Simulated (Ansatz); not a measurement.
# B₂F₄H₂S₂: how energies converge with the basis set

How large a basis does B₂F₄H₂S₂ need? Two functionals are run in growing sets.

Computed with Ansatz 0.2.0, Gaussian basis. Level: one geometry, several basis sets.

The runs, in order: PBE0-D4/def2-SVP; ωB97M-V/def2-SVP; PBE0-D4/def2-QZVPP; ωB97M-V/def2-QZVPP; the functionals' def2-TZVPP values are taken from earlier runs.

### 1 The relaxed structure

All runs share one geometry, relaxed beforehand with PBE0-D4 in a triple-zeta def2 set.

10 atoms, charge 0, spin multiplicity 1.

Atoms are counted from 1 here; the program's logs count them from 0.

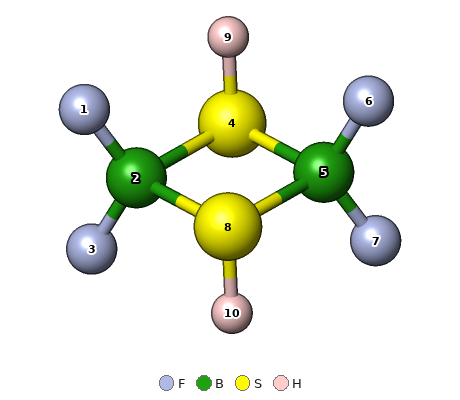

The geometry (fluorine light blue, boron green, sulfur yellow, hydrogen pink); atoms are numbered from 1 in the order of the file.

Coordinates:

| atom | x (Å) | y (Å) | z (Å) |
| --- | --- | --- | --- |
| F1 | 1.05702 | -1.13264 | 1.76571 |
| B2 | 0.46805 | -1.14088 | 0.55780 |
| F3 | 0.35348 | -2.32019 | -0.07632 |
| S4 | -1.33631 | -0.22925 | 0.65317 |
| B5 | -0.45201 | 1.13038 | -0.55731 |
| F6 | -0.33781 | 2.31059 | 0.07522 |
| F7 | -1.04028 | 1.12046 | -1.76554 |
| S8 | 1.35278 | 0.21967 | -0.65118 |
| H9 | -1.07322 | 0.43585 | 1.79078 |
| H10 | 1.09120 | -0.44509 | -1.78933 |

### 2 PBE0-D4 in def2-SVP

in.yaml

```yaml
crystal:
  periodic: [false, false, false]
  atoms:
    - {symbol: F, position_ang: [1.057015, -1.132638, 1.765712]}
    - {symbol: B, position_ang: [0.468051, -1.140884, 0.557798]}
    - {symbol: F, position_ang: [0.353480, -2.320191, -0.076320]}
    - {symbol: S, position_ang: [-1.336315, -0.229250, 0.653173]}
    - {symbol: B, position_ang: [-0.452006, 1.130385, -0.557307]}
    - {symbol: F, position_ang: [-0.337806, 2.310588, 0.075222]}
    - {symbol: F, position_ang: [-1.040283, 1.120463, -1.765545]}
    - {symbol: S, position_ang: [1.352782, 0.219673, -0.651181]}
    - {symbol: H, position_ang: [-1.073217, 0.435850, 1.790779]}
    - {symbol: H, position_ang: [1.091200, -0.445094, -1.789332]}
basis:
  gaussian: {orbitals: def2-SVP}
hamiltonian: {xc: pbe0, dispersion: d4}
output: {orbitals: {seedname: orbitals}}
```

Started as:

```console
$ ansatz run in.yaml --threads 4 --pin off --events-out ev --progress --plain --max-ram 11315MiB
```

Log:

```text
Functional definition: PBE0
  name "PBE0"
  cite "Adamo & Barone, J. Chem. Phys. 110, 6158 (1999) doi:10.1063/1.478522"
  cite "Perdew, Burke & Ernzerhof, Phys. Rev. Lett. 77, 3865 (1996) doi:10.1103/PhysRevLett.77.3865"
  parent pbe
  parameter a = 0.25
  parameter kappa = 0.804
  parameter beta = 0.06672455060314922
  exchange = (1 - a)*pbe_x(kappa = kappa, mu = beta*pi^2/3) + a*exact_x
  correlation = pbe_c(beta = beta)
1214 factors; integrals over basis functions are off by at most 1.0e-3 eV
mean field evaluation 1: about -33891.8562 eV, gradient 4.9e1 eV
mean field evaluation 2: about -33888.4948 eV, gradient 6.9e1 eV
mean field evaluation 4: about -33895.4201 eV, gradient 1.1e0 eV
mean field evaluation 8: about -33895.6530 eV, gradient 5.9e-2 eV
mean field evaluation 16: about -33895.6530 eV, gradient 5.7e-6 eV
mean field -33895.65297626 eV, -1245.6422715787 hartree, gradient 5.9e-6 eV, S^2 0.000000; 0 other end points of the search recorded, 0 dependent functions left out
reference -33895.65300124 eV, -1245.6422724969 hartree; 40, 40 occupied and 90, 90 virtual orbitals, 1214 factors
Total energy: -33895.92974965 eV, -1245.6524428132 hartree
```

Wall time 1.6 s (4 threads of Arm Neoverse V2, shared host); peak memory 0.31 GiB.

### 3 ωB97M-V in def2-SVP

in.yaml, as its differences from that of step 2:

```diff
@@ -15,3 +15,3 @@
   gaussian: {orbitals: def2-SVP}
-hamiltonian: {xc: pbe0, dispersion: d4}
+hamiltonian: {xc: {name: wB97M-V}}
 output: {orbitals: {seedname: orbitals}}
```

Launched as before.

Log (excerpt; [...] marks lines left out):

```text
Functional definition: wB97M-V
  name "wB97M-V"
  cite "Mardirossian & Head-Gordon, J. Chem. Phys. 144, 214110 (2016) doi:10.1063/1.4952647"
  cite "Becke, J. Chem. Phys. 107, 8554 (1997) doi:10.1063/1.475007"
  cite "Vydrov & Van Voorhis, J. Chem. Phys. 133, 244103 (2010) doi:10.1063/1.3521275"
  # Of w^i u^j: cxij and so on, Table III.
[...]
  gx(w, u) = 1 - cx + cx01*u + cx10*w
  gss(w, u) = css00 + css04*u^4 + css10*w + css20*w^2 + css43*w^4*u^3
  gos(w, u) = cos00 + cos10*w + (cos20 + cos21*u)*w^2 + (cos60 + cos61*u)*w^6
[...]
      + integral(e_c_pw_mod_opposite_spin*gos(b97_w_opposite, b97_u_opposite)) + vv10(b, c)
1214 factors; integrals over basis functions are off by at most 1.0e-3 eV
320 factors; integrals over basis functions are off by at most 6.4e-6 eV
[...]
mean field -33911.10787753 eV, -1246.2102287249 hartree, gradient 8.1e-5 eV, S^2 0.000000; 0 other end points of the search recorded, 0 dependent functions left out
reference -33911.10791727 eV, -1246.2102301853 hartree; 40, 40 occupied and 90, 90 virtual orbitals, 1214 factors
Total energy: -33911.10791727 eV, -1246.2102301853 hartree
```

It took 7 s on 4 threads of Arm Neoverse V2, shared host; peak memory 0.46 GiB.

### 4 PBE0-D4 in def2-QZVPP

in.yaml, as its differences from that of step 3:

```diff
@@ -14,4 +14,4 @@
 basis:
-  gaussian: {orbitals: def2-SVP}
-hamiltonian: {xc: {name: wB97M-V}}
+  gaussian: {orbitals: "def2-QZVPP.json"}
+hamiltonian: {xc: pbe0, dispersion: d4}
 output: {orbitals: {seedname: orbitals}}
```

Same command.

Log:

```text
Functional definition: PBE0
  name "PBE0"
  cite "Adamo & Barone, J. Chem. Phys. 110, 6158 (1999) doi:10.1063/1.478522"
  cite "Perdew, Burke & Ernzerhof, Phys. Rev. Lett. 77, 3865 (1996) doi:10.1103/PhysRevLett.77.3865"
  parent pbe
  parameter a = 0.25
  parameter kappa = 0.804
  parameter beta = 0.06672455060314922
  exchange = (1 - a)*pbe_x(kappa = kappa, mu = beta*pi^2/3) + a*exact_x
  correlation = pbe_c(beta = beta)
2010 factors; their error is unknown
mean field evaluation 1: about -33914.4920 eV, gradient 5.7e1 eV
mean field evaluation 2: about -33910.0653 eV, gradient 8.3e1 eV
mean field evaluation 4: about -33918.9980 eV, gradient 1.9e0 eV
mean field evaluation 8: about -33919.0029 eV, gradient 2.5e-2 eV
mean field evaluation 16: about -33919.0330 eV, gradient 9.4e-5 eV
mean field -33919.03304022 eV, -1246.5014730816 hartree, gradient 1.8e-5 eV, S^2 0.000000; 0 other end points of the search recorded, 0 dependent functions left out
reference -33919.03307812 eV, -1246.5014744745 hartree; 40, 40 occupied and 502, 502 virtual orbitals, 2010 factors
Total energy: -33919.30982652 eV, -1246.5116447907 hartree
```

Wall time 15 s (4 threads of Arm Neoverse V2, shared host); peak memory 2.8 GiB.

### 5 ωB97M-V in def2-QZVPP

in.yaml, as its differences from that of step 4:

```diff
@@ -15,3 +15,3 @@
   gaussian: {orbitals: "def2-QZVPP.json"}
-hamiltonian: {xc: pbe0, dispersion: d4}
+hamiltonian: {xc: {name: wB97M-V}}
 output: {orbitals: {seedname: orbitals}}
```

The command is unchanged.

Log (excerpt; [...] marks lines left out):

```text
Functional definition: wB97M-V
  name "wB97M-V"
  cite "Mardirossian & Head-Gordon, J. Chem. Phys. 144, 214110 (2016) doi:10.1063/1.4952647"
  cite "Becke, J. Chem. Phys. 107, 8554 (1997) doi:10.1063/1.475007"
  cite "Vydrov & Van Voorhis, J. Chem. Phys. 133, 244103 (2010) doi:10.1063/1.3521275"
  # Of w^i u^j: cxij and so on, Table III.
[...]
  gx(w, u) = 1 - cx + cx01*u + cx10*w
  gss(w, u) = css00 + css04*u^4 + css10*w + css20*w^2 + css43*w^4*u^3
  gos(w, u) = cos00 + cos10*w + (cos20 + cos21*u)*w^2 + (cos60 + cos61*u)*w^6
[...]
      + integral(e_c_pw_mod_opposite_spin*gos(b97_w_opposite, b97_u_opposite)) + vv10(b, c)
1954 factors; their error is unknown
382 factors; integrals over basis functions are off by at most 6.9e-6 eV
[...]
mean field -33934.54534506 eV, -1247.0715397700 hartree, gradient 2.1e-5 eV, S^2 0.000000; 0 other end points of the search recorded, 0 dependent functions left out
reference -33934.54540719 eV, -1247.0715420534 hartree; 40, 40 occupied and 502, 502 virtual orbitals, 1954 factors
Total energy: -33934.54540719 eV, -1247.0715420534 hartree
```

Run time: 28 s. Hardware: 4 threads of Arm Neoverse V2, shared host; peak memory 3.2 GiB.

### 6 Density functionals: the series

The def2-TZVPP values come from earlier runs at the same geometry.

| functional | basis | functions | energy (eV) | from the largest (eV) | HOMO (eV) | LUMO (eV) |
| --- | --- | --- | --- | --- | --- | --- |
| PBE0-D4 | def2-SVP | 130 | -33895.9297 | 23.380 | -8.74 | -0.10 |
| PBE0-D4 | def2-TZVPP | 298 | -33918.0391 | 1.271 | -8.73 | -0.55 |
| PBE0-D4 | def2-QZVPP | 542 | -33919.3098 | 0.000 | -8.75 | -0.64 |
| ωB97M-V | def2-SVP | 130 | -33911.1079 | 23.437 | -10.80 | 1.97 |
| ωB97M-V | def2-TZVPP | 298 | -33933.3645 | 1.181 | -10.81 | 1.45 |
| ωB97M-V | def2-QZVPP | 542 | -33934.5454 | 0.000 | -10.83 | 1.10 |

### 7 What came out

```
                                       quantity           value
PBE0-D4: double and triple zeta above quadruple  23.38, 1.27 eV
ωB97M-V: double and triple zeta above quadruple  23.44, 1.18 eV
```

PBE0-D4 gains 22.11 eV from double to triple zeta, then 1.27 eV more. These are total energies; as a rule much of such shifts cancels in differences, which this series doesn't test. The LUMO of ωB97M-V is positive and keeps falling with the basis (1.97 to 1.10 eV): an unbound level that the basis holds in place.

For PBE0-D4 the largest set took about 9 times as long as the smallest (15 s against 1.6 s).
